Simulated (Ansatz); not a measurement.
# Au wire along [110], 37 atoms a period: bands along the axis, part 2 of 2

Wanted: the relaxed geometry and the bands of the Au wire along [110], 37 atoms a period.

Ansatz 0.2.0; DFT PBE, plane waves, PAW; relaxation of a wire's period; PAW set soft_1 (the session's first sound run).

So far: The starting structure; Relaxation of atoms and period.

### 2. Relaxation of atoms and period (continued)

The steps of the relaxation:

```tsv
step	energy less that of the first step (eV)	largest force component (eV/Å)	pressure (GPa)	volume (Å³)
1	0.0000	0.6563	-1.85	1482.98
2	-0.4900	0.4288	2.76	1412.14
3	-1.0720	0.0801	-0.17	1435.12
4	-1.1592	0.0466	-0.02	1425.02
5	-1.1777	0.0364	0.02	1421.81
6	-1.1891	0.0420	0.02	1419.70
7	-1.2017	0.0319	0.03	1418.77
8	-1.2302	0.0672	0.02	1417.62
9	-1.2800	0.1133	0.00	1416.22
10	-1.3522	0.1595	-0.06	1415.65
11	-1.4101	0.1735	0.20	1415.81
12	-1.4392	0.2757	-0.03	1416.54
13	-1.4752	0.0108	0.01	1415.58
14	-1.4505	0.1635	-0.05	1416.84
15	-1.4754	0.0136	0.01	1415.66
16	-1.4645	0.0136	0.01	1415.66
```

The log counts 1 steps on a newly chosen plane-wave basis, not all of them marked here; energy and pressure can jump at such steps. Relaxation step 14 was tried and not accepted.

The run keeps the 8 symmetry operations that it works with, so distortions that break them were not tested.

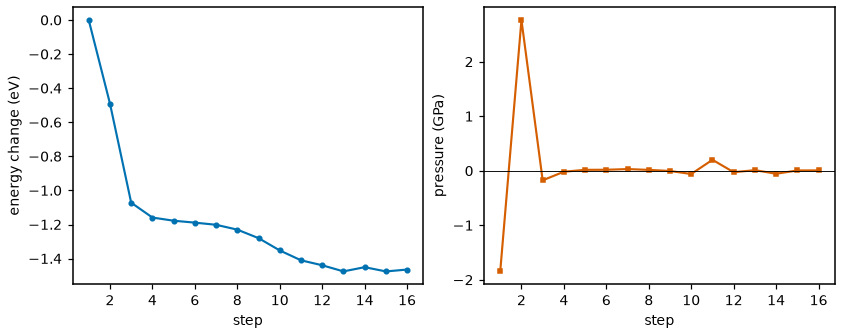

Energy and pressure along the relaxation.

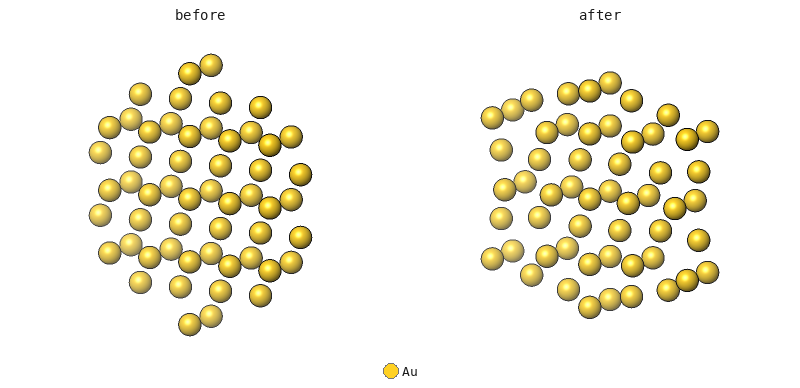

Before and after, at one scale.

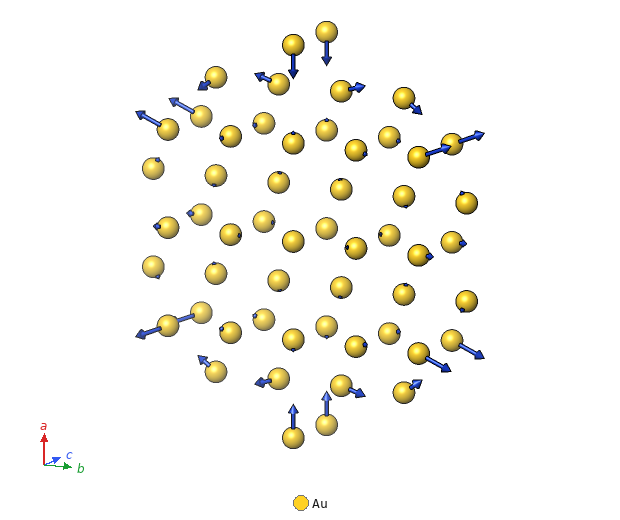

Displacements in the relaxation, scaled, measured against the changing cell; the longest in the cell stands for 1.38 Å. Some periodic images of atoms are drawn too.

```tsv
cell as run	before	after	change
c (Å)	2.942	2.808	-4.5 %
```

The atoms that moved most (Å, along periodic axes as changes of fractional coordinates times the final cell, across vacuum about the mean position):

```tsv
atom	dx	dy	dz	length
Au10	0.515	1.276	0.000	1.376
Au4	-0.515	1.276	0.000	1.376
Au37	0.515	-1.276	0.000	1.376
Au33	-0.515	-1.276	0.000	1.376
Au11	-1.143	0.000	0.000	1.143
Au1	1.143	0.000	0.000	1.143
Au29	0.253	-0.846	0.000	0.883
Au13	-0.253	-0.846	0.000	0.883
```

This step gave:

```yaml
energy_at_zero_smearing: -486586.8912 eV
cell_length_along_the_wire: 2.808 Å
```

The cell's length comes to 2.808 Å with spin left out. 24 contacts a cell pass between under 1.1 and over 1.27 times the sum of covalent radii, so the wire has rearranged from the shape that names it.

### 3. Bands of the perfect wire

This step: DFT PBE, plane waves, PAW; bands of a perfect wire; PAW set soft_1 (Ansatz 0.2.0).

At the relaxed period the bands are computed along the axis; those that cross an energy going forward count the channels that a perfect wire would open there.

input.yaml

```yaml
crystal:
  lattice:
    - [23.44, 0.0, 0.0]
    - [0.0, 21.508, 0.0]
    - [0.0, 0.0, 2.808017752]
  atoms:
    - { symbol: Au, position: [0.193811765, 0.5, 0.0] }
    - { symbol: Au, position: [0.324939903, 0.646204843, 0.0] }
    - { symbol: Au, position: [0.315394128, 0.5, 0.0] }
    - { symbol: Au, position: [0.300534793, 0.832843291, 0.0] }
    - { symbol: Au, position: [0.5, 0.631413246, 0.0] }
    - { symbol: Au, position: [0.5, 0.5, 0.0] }
    - { symbol: Au, position: [0.5, 0.790504003, 0.0] }
    - { symbol: Au, position: [0.675060097, 0.646204843, 0.0] }
    - { symbol: Au, position: [0.684605872, 0.5, 0.0] }
    - { symbol: Au, position: [0.699465207, 0.832843291, 0.0] }
    - { symbol: Au, position: [0.806188235, 0.5, 0.0] }
    - { symbol: Au, position: [0.252494558, 0.266641754, 0.5] }
    - { symbol: Au, position: [0.222978124, 0.392301902, 0.5] }
    - { symbol: Au, position: [0.222978124, 0.607698098, 0.5] }
    - { symbol: Au, position: [0.252494558, 0.733358246, 0.5] }
    - { symbol: Au, position: [0.403117097, 0.162821264, 0.5] }
    - { symbol: Au, position: [0.41793225, 0.293281474, 0.5] }
    - { symbol: Au, position: [0.406153229, 0.43234633, 0.5] }
    - { symbol: Au, position: [0.406153229, 0.56765367, 0.5] }
    - { symbol: Au, position: [0.41793225, 0.706718526, 0.5] }
    - { symbol: Au, position: [0.403117097, 0.837178736, 0.5] }
    - { symbol: Au, position: [0.596882903, 0.162821264, 0.5] }
    - { symbol: Au, position: [0.58206775, 0.293281474, 0.5] }
    - { symbol: Au, position: [0.593846771, 0.43234633, 0.5] }
    - { symbol: Au, position: [0.593846771, 0.56765367, 0.5] }
    - { symbol: Au, position: [0.58206775, 0.706718526, 0.5] }
    - { symbol: Au, position: [0.596882903, 0.837178736, 0.5] }
    - { symbol: Au, position: [0.747505442, 0.266641754, 0.5] }
    - { symbol: Au, position: [0.777021876, 0.392301902, 0.5] }
    - { symbol: Au, position: [0.777021876, 0.607698098, 0.5] }
    - { symbol: Au, position: [0.747505442, 0.733358246, 0.5] }
    - { symbol: Au, position: [0.324939903, 0.353795157, 0.0] }
    - { symbol: Au, position: [0.300534793, 0.167156709, 0.0] }
    - { symbol: Au, position: [0.5, 0.368586754, 0.0] }
    - { symbol: Au, position: [0.5, 0.209495997, 0.0] }
    - { symbol: Au, position: [0.675060097, 0.353795157, 0.0] }
    - { symbol: Au, position: [0.699465207, 0.167156709, 0.0] }
kpoints:
  mp_grid: { grid: [1, 1, 29] }
  band_path: { path: ["Γ", Z], npoints: 90 }
scf:
  occupations: { method: fermi_dirac, width: 0.05 }
hamiltonian:
  xc: pbe
  pseudopotentials: { kind: paw, azcp: { folder: soft_1 } }
output:
  dos: { e_range: [-5, 4] }
  write_potential: true
  write_density: true
  volumetric_format: npy
```

Started as:

```bash
$ ansatz run input.yaml --threads 16 --pin off --max-ram 61440MiB --backend cuda --events-out ev --progress --plain --runs-dir out --max-vram 78GiB
```

Numbers of over 12 decimals in the logs are rounded to 6 here.

What it wrote:

```text
[...]
Crystal: 37 atoms, lattice volume = 1415.655 Å³
Basis set: ecut = 420 eV, 27741 PW (Γ)
Bands: 422, of which v1, the nominal top of the filled ones, is band 352 counted from 1 (351 counted from 0)
Symmetry: 8 space group operations
[...]
k-points: 15 of 29
[...]
SCF iter   1: F=—  HF=-486595.695683 eV  |F-HF|=—  |Δ(HF+E_count)|=         —  Δρ=4.44e-2  dr2=3.62e1  ethr=3.10e-3  ⟨swp⟩=6.4  Hψ=24173  notcnv=0  defer=313
[...]
SCF iter   6: F=—  HF=-486586.927829 eV  |F-HF|=—  |Δ(HF+E_count)|=   7.97e-4  Δρ=1.62e-4  dr2=3.81e-4  ethr=3.29e-7  ⟨swp⟩=2.5  Hψ=9900  notcnv=0  defer=841
[...]
SCF iter   8: F=—  HF=-486586.932803 eV  |F-HF|=—  |Δ(HF+E_count)|=   1.59e-2  Δρ=1.30e-5  dr2=3.55e-6  ethr=4.29e-9  ⟨swp⟩=2.6  Hψ=10262  notcnv=0  defer=841
[...]
SCF iter  10: F=-486586.932804 eV  HF=-486586.932804 eV  |F-HF|=1.11e-8  |Δ(HF+E_count)|=   2.30e-7  Δρ=1.79e-6  dr2=5.86e-8  ethr=1.42e-11  ⟨swp⟩=14.3  Hψ=27939  notcnv=0
SCF 1 converged in 10 iterations: F = -486586.932804 eV  dr2 = 5.86e-8
[...]
NSCF: frozen V_eff on 91 k-points
[...]
SCF converged after 10 iterations
[...]
```

Run time: 23 s. Hardware: 1 × NVIDIA GB200 with 16 threads of Arm Neoverse V2, shared host; peak memory 4.3 GiB.

In the SCF lines HF is the Harris–Foulkes energy and dr2 the Hartree energy of the density residual, in eV; the loop may stop once dr2 is under the threshold and the program's other checks hold. Hψ counts applications of the Hamiltonian.

This step gave:

- energy at zero smearing: -486586.8851 eV
- band gap: 0 eV

The electronic bands at the labelled points (eV, zero at the Fermi level; # counts the bands kept):

```tsv
point	#57	#58	#59	#60	#61	#62	#63	#64
Γ	-1.39	-1.38	-1.37	-1.30	-1.25	-1.21	-1.18	-1.07
Z	1.34	1.40	1.53	1.57	1.60	1.61	1.89	1.91
```

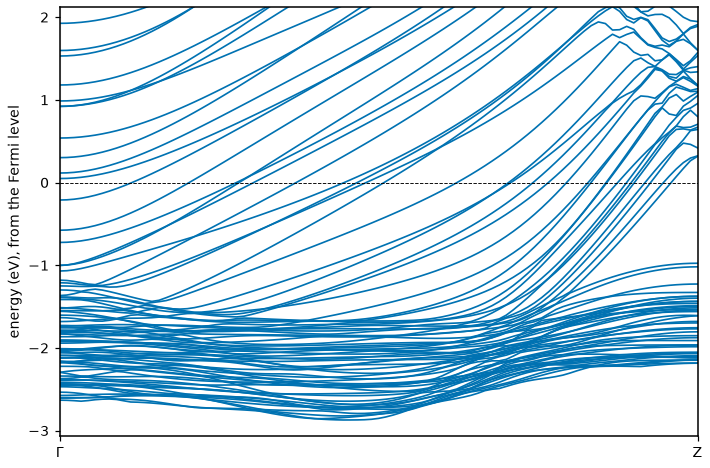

Electronic bands along the path.

Between Γ and Z the bands cross the Fermi level 28 times, so a perfect wire would conduct at least 28 G₀, with spin left out.

### 4. Summary of results

* cell length, PBE: 2.808 Å
* ballistic conductance by band crossings, a lower bound, PBE: 28 G₀

**Reading.** Under PBE the cell's length is 2.81 Å, and the bands cross the Fermi level 28 times between Γ and Z, which gives a perfect wire at least 28 G₀ (opposite crossings within one step of the path cancel in such a count). Spin-orbit coupling is left out, which matters for the bands of heavy atoms.

[Logs are printed without paths, hosts, clocks, repeated set-up lines and the standing remarks that a program may print on its own settings, such as how far it seeks lower states.]

[Hosts, paths, dates, database ids (printed as entryN), source tags and the programs' standing remarks are cut or masked in the printed files.]
